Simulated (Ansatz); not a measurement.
```xyz
6

C    -0.0703   -1.5617   -1.4400
B    -1.5214   -1.6577   -1.7708
Ga    3.0386   -1.3558   -0.7302
N     1.1008   -1.4842   -1.1729
H    -2.0904   -2.7129   -1.5940
H    -2.0856   -0.6775   -2.2060
```

Geometry: BLYP-D3(BJ)/def2-SVP.

Level of theory: Ansatz, isolated molecule in a Gaussian basis; Kohn-Sham density functional theory, functional PBE0.

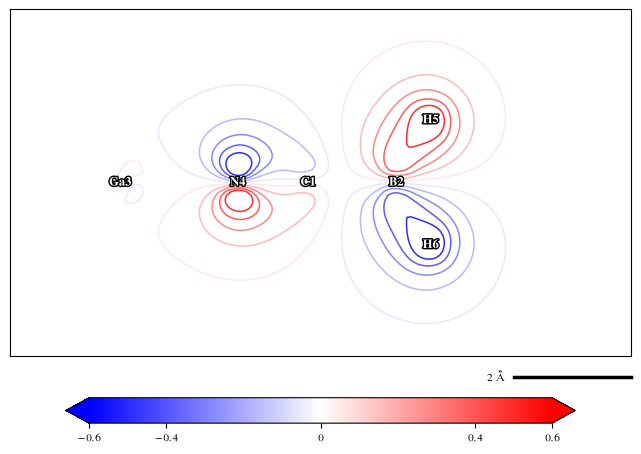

CH₂BGaN (doublet). The HOMO−1 (β) on the molecular plane (values in Å⁻³ᐟ²; the overall sign is arbitrary).

Describe this orbital and give its energy.

Answer. By Hirshfeld shares it lies mainly on B2 (about 30 %), N4 (about 20 %), H6 (about 20 %), H5 (about 20 %) and C1 (about 10 %); it is symmetric in the molecular plane (an in-plane orbital: σ, lone-pair or in-plane π type). Its energy is −8.78 eV.
